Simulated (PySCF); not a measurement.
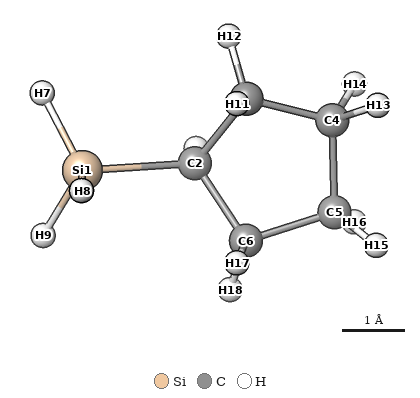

**Figure 1.** The starting structure (ball-and-stick view, seen at a tilt; atoms are numbered from 1 in the order of the input). Bond lengths as drawn: C–C 1.48 to 1.54 Å, C–H 1.07 to 1.12 Å, C–Si 1.93 Å and H–Si 1.43 to 1.49 Å.

C$_{5}$H$_{12}$Si: geometry relaxation

System: C$_{5}$H$_{12}$Si, SMILES [SiH3]C1CCCC1.
Method: PBE0-D3(BJ)/def2-SVP geometry optimisation, gas phase (PySCF 2.14.0).

It belongs to a series of runs on one base structure; here: constitutional isomer.

Input:
```
{"job": {"xc": "PBE0", "basis": "def2-SVP", "d3": "d3bj", "grid": 1, "shake": 0.01, "kind": "geom"}, "charge": 0, "multiplicity": 1}
Si     2.403530    -0.508240     0.222690
C      0.498270    -0.526020    -0.054710
C     -0.344610    -0.098310     1.151210
C     -1.694760     0.152940     0.589010
C     -1.523830     0.492450    -0.905180
C     -0.010100     0.442550    -1.130520
H      2.743150    -1.415960     1.293350
H      2.808780     0.878650     0.587020
H      3.055130    -0.869780    -1.001770
H      0.192460    -1.537840    -0.321800
H      0.068970     0.828230     1.582040
H     -0.318700    -0.843500     1.958210
H     -2.267910     0.959490     1.119430
H     -2.351290    -0.747950     0.695070
H     -1.926850     1.471170    -1.140030
H     -2.028590    -0.216810    -1.519300
H      0.435250     1.437040    -0.980230
H      0.233580     0.113840    -2.130230
```

The first line tells a small driver script what to run in PySCF; the rest is the geometry in Å.

Machine: 1 CPU thread, shared host.

Launched with:
```bash
OMP_NUM_THREADS=1 python <driver script> task.json out
```

What the program printed:
```
step   0  E = -486.65514734  max force = 0.049314
step   1  E = -486.66192761  max force = 0.008863
step   2  E = -486.66234943  max force = 0.002011
step   3  E = -486.66241770  max force = 0.000910
step   4  E = -486.66243292  max force = 0.000580
step   5  E = -486.66244069  max force = 0.000447
optimisation converged
```

Trajectory as extended XYZ (Å, eV, eV/Å), 6 frames, from step=0 to step=5:
```
18
Properties=species:S:1:pos:R:3:forces:R:3 step=0 energy=-13242.56107
Si    2.4035   -0.5082    0.2227   -1.7189   0.8778   0.1027
C     0.4983   -0.5260   -0.0547    0.6460   0.6585   0.2331
C    -0.3446   -0.0983    1.1512    1.3166  -0.1587   0.5808
C    -1.6948    0.1529    0.5890   -2.5358   0.1351   0.0274
C    -1.5238    0.4924   -0.9052    0.8925   0.6007   0.9824
C    -0.0101    0.4425   -1.1305   -0.0754  -0.2015   0.3118
H     2.7431   -1.4160    1.2933    0.3608  -0.6453   0.7215
H     2.8088    0.8787    0.5870    0.0831   0.1086   0.0782
H     3.0551   -0.8698   -1.0018    0.6899  -0.3864  -1.0158
H     0.1925   -1.5378   -0.3218   -0.0384  -0.5292  -0.2142
H     0.0690    0.8282    1.5820    0.0899   0.0829   0.0005
H    -0.3187   -0.8435    1.9582   -0.1023  -0.0498   0.0801
H    -2.2679    0.9595    1.1194    0.4721  -0.4304  -0.1883
H    -2.3513   -0.7480    0.6951    0.3898   0.3448  -0.0574
H    -1.9268    1.4712   -1.1400   -0.2434   0.4796  -0.1959
H    -2.0286   -0.2168   -1.5193   -0.5646  -0.8688  -0.7477
H     0.4353    1.4370   -0.9802    0.0584   0.0976   0.0003
H     0.2336    0.1138   -2.1302    0.2798  -0.1155  -0.6995
18
Properties=species:S:1:pos:R:3:forces:R:3 step=1 energy=-13242.74557
Si    2.4249   -0.4361    0.1122   -0.0107  -0.1785  -0.0315
C     0.5532   -0.5379   -0.1333    0.0204  -0.0684  -0.0109
C    -0.2908   -0.1686    1.0902   -0.2361  -0.0048  -0.0124
C    -1.7162   -0.0469    0.5161    0.4558   0.1104   0.1295
C    -1.5262    0.4518   -0.9308   -0.2927  -0.1611  -0.2259
C    -0.0137    0.4022   -1.2048    0.1164   0.0473  -0.1129
H     2.8639   -1.3723    1.2014   -0.0171   0.0609  -0.0600
H     2.8237    0.9546    0.4951   -0.0151   0.0230  -0.0052
H     3.1534   -0.8162   -1.1469   -0.0597   0.0526   0.0942
H     0.3071   -1.5829   -0.4174    0.0797   0.0866   0.0315
H     0.0437    0.8012    1.4937    0.0189   0.0774   0.0284
H    -0.2280   -0.8991    1.9108    0.0390  -0.0193   0.0060
H    -2.3769    0.5772    1.1378    0.0361   0.0503  -0.0853
H    -2.1513   -1.0479    0.4922   -0.2262  -0.2697   0.0513
H    -1.9369    1.4597   -1.0985    0.0163  -0.0164   0.0436
H    -2.0652   -0.2246   -1.6238    0.1069   0.2142   0.0849
H     0.4252    1.4088   -1.0800   -0.0157  -0.0251  -0.0005
H     0.2273    0.0799   -2.2317   -0.0160   0.0206   0.0753
18
Properties=species:S:1:pos:R:3:forces:R:3 step=2 energy=-13242.75705
Si    2.4191   -0.4387    0.1142    0.0171  -0.0345  -0.0010
C     0.5539   -0.5443   -0.1345    0.0021   0.0172  -0.0151
C    -0.2903   -0.1739    1.0897   -0.1034   0.0183  -0.0401
C    -1.7099   -0.0534    0.5153    0.1014  -0.0899   0.0382
C    -1.5271    0.4491   -0.9345   -0.0620  -0.0783  -0.0296
C    -0.0116    0.3975   -1.2081    0.0445   0.0182  -0.0007
H     2.8640   -1.3676    1.2008    0.0005   0.0072  -0.0042
H     2.8034    0.9572    0.4964   -0.0009   0.0087   0.0002
H     3.1481   -0.8069   -1.1408   -0.0024   0.0150   0.0073
H     0.3172   -1.5884   -0.4172    0.0109   0.0040   0.0045
H     0.0443    0.8011    1.4877   -0.0042  -0.0022   0.0053
H    -0.2217   -0.9007    1.9138    0.0191  -0.0064  -0.0141
H    -2.3597    0.5893    1.1270   -0.0143   0.0365  -0.0215
H    -2.1705   -1.0552    0.5057   -0.0309   0.0509   0.0193
H    -1.9299    1.4616   -1.0875    0.0099   0.0119   0.0403
H    -2.0698   -0.2065   -1.6343    0.0167   0.0394   0.0048
H     0.4267    1.4026   -1.0776   -0.0029  -0.0005  -0.0053
H     0.2312    0.0801   -2.2337   -0.0012  -0.0156   0.0118
18
Properties=species:S:1:pos:R:3:forces:R:3 step=3 energy=-13242.75891
Si    2.4196   -0.4381    0.1159   -0.0011   0.0165   0.0102
C     0.5548   -0.5488   -0.1363   -0.0076   0.0152   0.0055
C    -0.2931   -0.1797    1.0866   -0.0065   0.0130  -0.0056
C    -1.7101   -0.0549    0.5154   -0.0055  -0.0468  -0.0001
C    -1.5270    0.4464   -0.9346    0.0171  -0.0015   0.0013
C    -0.0100    0.3923   -1.2097    0.0007   0.0161   0.0147
H     2.8688   -1.3649    1.2012    0.0025  -0.0071   0.0061
H     2.7943    0.9604    0.5009    0.0003  -0.0019   0.0014
H     3.1528   -0.7959   -1.1380    0.0061   0.0010  -0.0127
H     0.3226   -1.5931   -0.4195   -0.0040  -0.0138  -0.0016
H     0.0422    0.7957    1.4838   -0.0030  -0.0133   0.0107
H    -0.2213   -0.9063    1.9104    0.0070  -0.0066  -0.0063
H    -2.3533    0.6017    1.1204    0.0030   0.0108  -0.0034
H    -2.1875   -1.0488    0.5131    0.0009   0.0347   0.0075
H    -1.9223    1.4633   -1.0766    0.0045   0.0084   0.0117
H    -2.0746   -0.1979   -1.6381   -0.0091  -0.0128  -0.0207
H     0.4285    1.3970   -1.0784   -0.0003   0.0044  -0.0127
H     0.2332    0.0743   -2.2345   -0.0051  -0.0160  -0.0060
18
Properties=species:S:1:pos:R:3:forces:R:3 step=4 energy=-13242.75932
Si    2.4194   -0.4363    0.1182   -0.0031   0.0150   0.0040
C     0.5548   -0.5506   -0.1365   -0.0021   0.0001   0.0010
C    -0.2945   -0.1837    1.0861    0.0193   0.0115  -0.0036
C    -1.7103   -0.0543    0.5151   -0.0298  -0.0062  -0.0115
C    -1.5260    0.4462   -0.9355    0.0171   0.0104   0.0091
C    -0.0092    0.3896   -1.2112   -0.0019   0.0080   0.0115
H     2.8706   -1.3645    1.2018    0.0009  -0.0049   0.0016
H     2.7896    0.9625    0.5068   -0.0002  -0.0029   0.0025
H     3.1549   -0.7876   -1.1367    0.0031  -0.0004  -0.0057
H     0.3239   -1.5953   -0.4204    0.0008  -0.0047   0.0000
H     0.0418    0.7898    1.4866   -0.0010  -0.0072   0.0117
H    -0.2220   -0.9127    1.9078   -0.0031  -0.0069  -0.0060
H    -2.3488    0.6089    1.1179    0.0047   0.0031   0.0014
H    -2.1962   -1.0431    0.5155    0.0026   0.0050   0.0025
H    -1.9166    1.4657   -1.0736   -0.0022  -0.0001   0.0014
H    -2.0764   -0.1940   -1.6409   -0.0057  -0.0097  -0.0076
H     0.4300    1.3944   -1.0834    0.0041   0.0005  -0.0109
H     0.2324    0.0679   -2.2354   -0.0034  -0.0107  -0.0012
18
Properties=species:S:1:pos:R:3:forces:R:3 step=5 energy=-13242.75953
Si    2.4193   -0.4341    0.1209   -0.0020   0.0063  -0.0010
C     0.5551   -0.5519   -0.1365   -0.0064  -0.0086   0.0005
C    -0.2959   -0.1875    1.0857    0.0230   0.0061   0.0026
C    -1.7112   -0.0521    0.5142   -0.0218   0.0136  -0.0124
C    -1.5246    0.4476   -0.9364    0.0082   0.0093   0.0060
C    -0.0080    0.3870   -1.2127   -0.0049   0.0022   0.0007
H     2.8718   -1.3654    1.2018   -0.0003  -0.0016  -0.0027
H     2.7852    0.9641    0.5152   -0.0006  -0.0015   0.0028
H     3.1574   -0.7782   -1.1350   -0.0009   0.0001   0.0020
H     0.3253   -1.5968   -0.4213    0.0065   0.0015   0.0034
H     0.0417    0.7829    1.4923    0.0010  -0.0023   0.0069
H    -0.2251   -0.9208    1.9036   -0.0081  -0.0058  -0.0030
H    -2.3453    0.6163    1.1162    0.0049  -0.0016   0.0024
H    -2.2040   -1.0370    0.5161    0.0027  -0.0100   0.0001
H    -1.9116    1.4687   -1.0729   -0.0043  -0.0039  -0.0052
H    -2.0775   -0.1906   -1.6424    0.0017   0.0001   0.0020
H     0.4336    1.3915   -1.0909    0.0041  -0.0013  -0.0061
H     0.2314    0.0592   -2.2357   -0.0028  -0.0028   0.0013
```

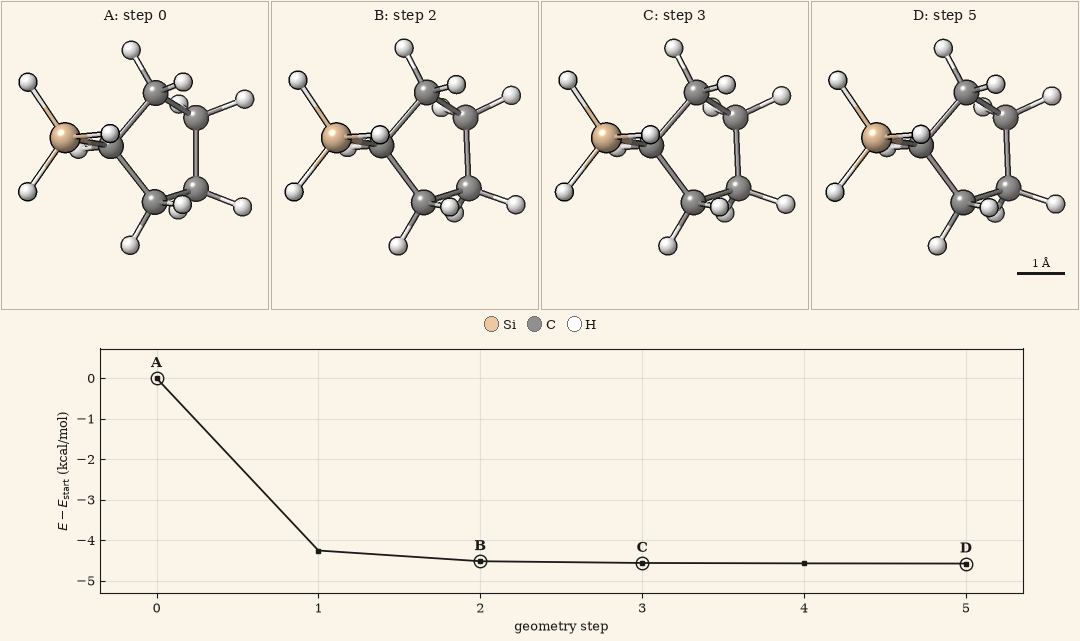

**Figure 2.** Frames of the relaxation (ball-and-stick view, seen at a tilt) above the curves, on which the letters mark them (steps are counted from 0).

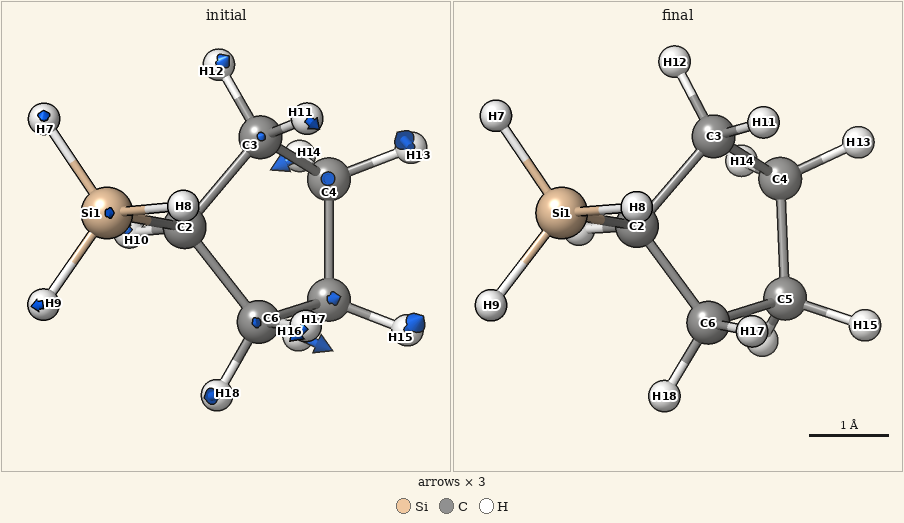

**Figure 3.** Before (left) and after (right) the relaxation, at one scale (ball-and-stick view, seen at a tilt). The blue arrows give the displacements, magnified 3 times. Over 5 geometry steps the energy falls by 4.58 kcal/mol. The largest force component goes from 2.5 to 0.023 eV/Å. The largest moves after the best rigid fit, 0.17 Å, are those of H15 and H16. Largest moves by element: H 0.17 Å, C 0.07 Å, Si 0.04 Å. Distances before and after: Si1–H9 1.433 → 1.497 Å, Si1–H7 1.444 → 1.497 Å, C3–C4 1.484 → 1.532 Å, Si1–C2 1.925 → 1.886 Å. Among the angles that change: H7–Si1–H9 111.6° → 108.3°, H13–C4–H14 103.5° → 106.5°, C3–C4–C5 107.7° → 105.5°. (Atoms are counted from 1 in the order of the input.)

Summary:

| quantity | value |
| --- | --- |
| outcome | converged |
| total energy | −486.662441 hartree |
| dipole moment | 0.96 D |
| point group | C1 |
| wall time | 87 s |
| peak memory | 0.61 GiB |
